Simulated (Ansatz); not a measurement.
# ZnCr3C: relaxing a made-up structure, part 2 of 2

Starting from a made-up structure for ZnCr3C, the aim is the relaxed cell, its shortest contacts and, where a second run follows, its electronic structure.

Ansatz 0.2.0; DFT, PBEsol, plane-wave PAW, default files, scalar-relativistic, ferromagnetic start, cell and ions relaxed at zero pressure (the session's first sound run).

So far: The starting structure; Relaxation of the guess. The relaxed cell has a = 3.804 Å (conventional setting).

### Step 3. Electronic structure of the relaxed cell

With the geometry fixed, one more self-consistent run, with a narrower smearing and the mesh shown in its input, gives the bands, and its pressure, and its forces where symmetry allows any, show how far the geometry depends on these settings.

This step: DFT, PBEsol, plane-wave PAW, default files, scalar-relativistic, no spin, bands and density of states at the relaxed cell (Ansatz 0.2.0).

Input file input.yaml:

```yaml
crystal:
  lattice:
    - [3.8041097903, 0.0, 0.0]
    - [0.0, 3.8041097903, 0.0]
    - [0.0, 0.0, 3.8041097903]
  atoms:
    - { symbol: Zn, position: [0.0, 0.0, 0.0] }
    - { symbol: Cr, position: [0.5, 0.0, 0.5] }
    - { symbol: Cr, position: [0.5, 0.5, 0.0] }
    - { symbol: Cr, position: [0.0, 0.5, 0.5] }
    - { symbol: C, position: [0.5, 0.5, 0.5] }
kpoints:
  mp_grid: { grid: [8, 8, 8] }
  band_path:
    path:
      - [[0.0, 0.0, 0.0], [0.0, 0.5, 0.0], [0.5, 0.5, 0.0], [0.0, 0.0, 0.0], [0.5, 0.5, 0.5], [0.0, 0.5, 0.0]]
      - [[0.5, 0.5, 0.0], [0.5, 0.5, 0.5]]
    npoints: 13
scf:
  occupations: { method: fermi_dirac, width: 0.03 }
  n_extra_bands: 9
hamiltonian:
  xc: pbesol
  pseudopotentials: { kind: paw }
output:
  forces: true
  stress: true
  write_bands: true
  dos: { projected: true }
  write_density: true
  write_potential: true
  elf: true
  volumetric_format: npy
```

Run with:

```
> ansatz run input.yaml --threads 4 --pin off --max-ram 8192MiB --backend cpu --events-out ev --progress --plain --runs-dir out
```

Numbers of over 12 decimals in the logs are rounded to 6 here.

The program printed:

```text
[...]
Crystal: 5 atoms, lattice volume = 55.050 Å³
Basis set: ecut = 420 eV, 1045 PW (Γ), exchange–correlation on 54×54×54 points (8 copies of the dense FFT grid, shifted against one another)
Bands: 38, of which v1, the nominal top of the filled ones, is band 29 counted from 1 (28 counted from 0)
Symmetry: 48 space group operations
[...]
k-points: 35 of 512
[...]
SCF iter   1: F=—  HF=-13574.599587 eV  |F-HF|=—  |Δ(HF+E_count)|=         —  Δρ=8.55e-3  dr2=2.43e-2  ethr=1.77e-3  ⟨swp⟩=5.8  Hψ=4552  notcnv=0  defer=5
[...]
SCF iter   7: F=-13574.593022 eV  HF=-13574.593022 eV  |F-HF|=2.00e-8  |Δ(HF+E_count)|=   2.19e-7  Δρ=1.38e-5  dr2=8.14e-8  ethr=1.72e-10  ⟨swp⟩=11.9  Hψ=8878  notcnv=0
SCF 1 converged in 7 iterations: F = -13574.593022 eV  dr2 = 8.14e-8
[...]
NSCF: frozen V_eff on 80 k-points
SCF converged after 7 iterations
Free energy (F): -13574.593022 eV
[...]
Internal energy: -13574.576525 eV  (E = F + TS)
E sigma→0 (E₀):  -13574.584774 eV
Entropy (-TS):   -0.016497 eV (-3.299 meV/atom)
Fermi energy:    16.237817 eV
[...]
--- Stress (GPa, compression-positive) ---
       -0.083814      -0.000000       0.000000
        0.000000      -0.083814       0.000000
       -0.000000      -0.000000      -0.083814
  P = ⅓ Tr σ = -0.0838 GPa (-0.838 kbar)
--- Band table (eV; the first three rows and the last of 35) ---
  k-point 0: bands = [... 25 lower, 14.2786, 14.2786, 16.6831, 16.6831, 16.6831, 16.9258, 16.9258, 18.0643, ... 5 higher]
  k-point 1: bands = [... 25 lower, 14.2767, 14.3864, 16.6321, 16.6434, 16.6434, 16.8563, 16.9258, 17.9592, ... 5 higher]
  k-point 2: bands = [... 25 lower, 14.1441, 14.6910, 16.4226, 16.5062, 16.5889, 16.5889, 16.9194, 17.6639, ... 5 higher]
  k-point 34: bands = [... 25 lower, 15.4620, 15.4620, 15.4620, 15.7326, 15.7326, 15.7326, 17.0725, 17.0725, ... 5 higher]
```

The job ended after 2.9 s (4 threads of Arm Neoverse V1, shared host; peak memory 0.41 GiB; 10 s of CPU time).

Numbers from this step:

```yaml
free_energy: -13574.5930 eV
energy_at_zero_smearing: -13574.5848 eV
smearing_term_ts: 0.01650 eV
pressure: -0.08381 GPa
```

From bands.tsv, the bands that come nearest the Fermi level along the path, at its corners, in eV from the Fermi level:

```tsv
point	band 26	band 27	band 28	band 29	band 30	band 31	band 32	band 33
Γ	-1.96	-1.96	0.45	0.45	0.45	0.69	0.69	1.83
X	-2.16	-0.89	-0.31	0.08	0.33	0.33	0.54	0.90
M	-0.83	-0.83	-0.71	-0.71	0.18	0.66	0.68	0.82
Γ	-1.96	-1.96	0.45	0.45	0.45	0.69	0.69	1.83
R	-0.78	-0.78	-0.78	-0.51	-0.51	-0.51	0.83	0.83
X	-2.16	-0.89	-0.31	0.08	0.33	0.33	0.54	0.90
M	-0.83	-0.83	-0.71	-0.71	0.18	0.66	0.68	0.82
R	-0.78	-0.78	-0.78	-0.51	-0.51	-0.51	0.83	0.83
```

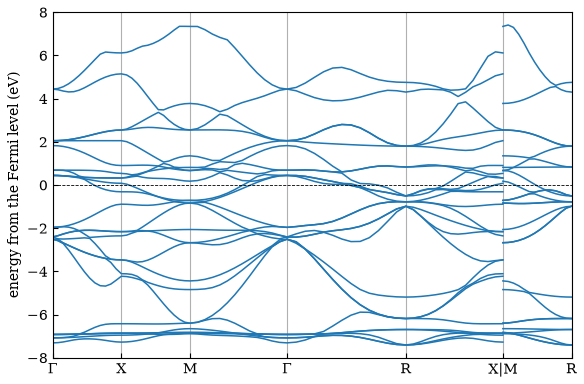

Bands along the path. 13 bands lie wholly below the window drawn.

States per cell as run, both spins, in windows of 1 eV, from dos.tsv (zero at the Fermi level): Near the top, bands beyond those computed are missing, so counts there can be too low.

```
from  to  total
  -8  -7   2.11
  -7  -6  10.07
  -6  -5   1.64
  -5  -4   2.91
  -4  -3   1.65
  -3  -2   4.77
  -2  -1   3.84
  -1   0   5.04
   0   1   7.22
   1   2   2.76
   2   3   3.14
   3   4   1.53
```

Below -8 eV lie 26.0 more states.

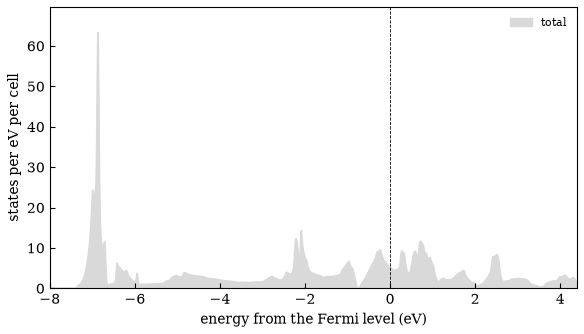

Total density of states, smoothed over about 0.04 eV.

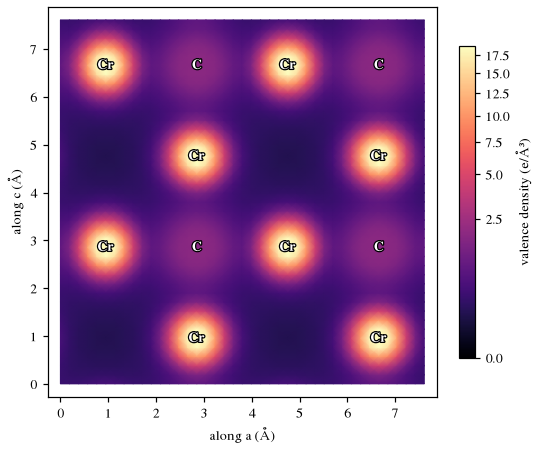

Valence density in the ac plane at fractional y = 0.500, with atoms of Cr and C within 0.2 Å of it. It is the smooth field of the valence electrons, not physical close to the nuclei. The map starts off the cell's origin, so that atoms lie inside it. The colour scale is stretched toward low values.

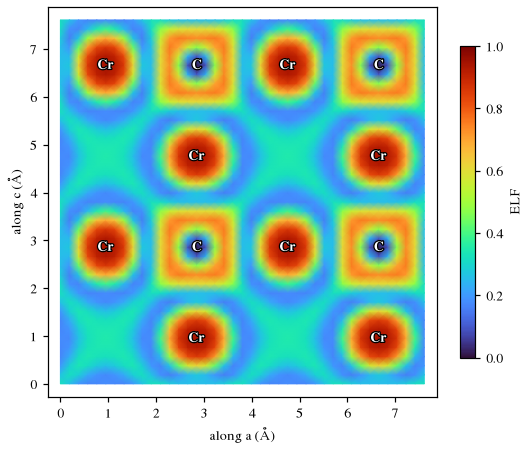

ELF in the ac plane at fractional y = 0.500, with atoms of Cr and C within 0.2 Å of it. It is the smooth field of the valence electrons, not physical close to the nuclei. The map starts off the cell's origin, so that atoms lie inside it.

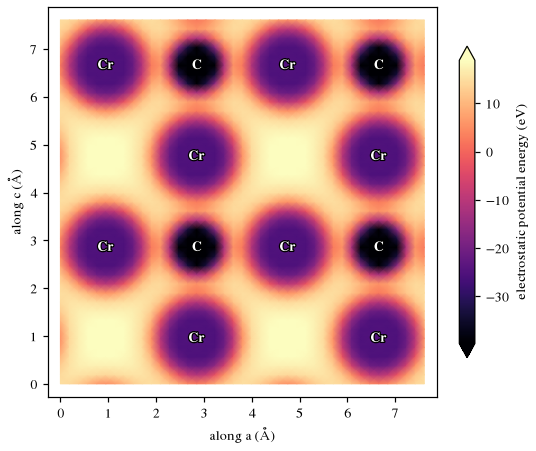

Electrostatic potential energy in the ac plane at fractional y = 0.500, with atoms of Cr and C within 0.2 Å of it. With pseudopotentials it is smooth inside the atoms' cores, unlike the true potential. The map starts off the cell's origin, so that atoms lie inside it.

### Step 4. Summary of results

```json
{
 "space group, relaxed": "Pm-3m",
 "conventional cell": "a = 3.804, b = 3.804, c = 3.804 Å; α = 90.0°, β = 90.0°, γ = 90.0°",
 "volume per atom": "11.01 Å³ (guess 11.74)",
 "total moment": "0.00 μB in the cell of 5 atoms"
}
```

In words: ZnCr3C relaxes to Pm-3m with a = 3.804, b = 3.804 and c = 3.804 Å. The guessed volume was 7 % too large. The space group Pm-3m was held in the relaxation, so the end point is a stationary structure within it and may be a saddle against distortions or other arrangements. The moments died out from this one start and weren't seeded again at the relaxed cell. Bands cross the Fermi level, so it is a metal or semimetal at this level. On the 8×8×8 mesh with the narrower smearing (relaxed on 7×7×7) the forces vanish, as symmetry may demand, and the largest stress component is 0.084 GPa, against the relaxation's thresholds of 0.015 eV/Å and 0.05 GPa. The cutoff wasn't tested. No dispersion term is used, so weakly bound directions may come out too long. Nothing here tests whether the compound is stable against decomposition.

[Logs are printed without paths, hosts, clocks, repeated set-up lines and the standing remarks that a program may print on its own settings, such as how far it seeks lower states.]

[Hosts, paths, dates, database ids (printed as entryN), source tags and the programs' standing remarks are cut or masked in the printed files.]
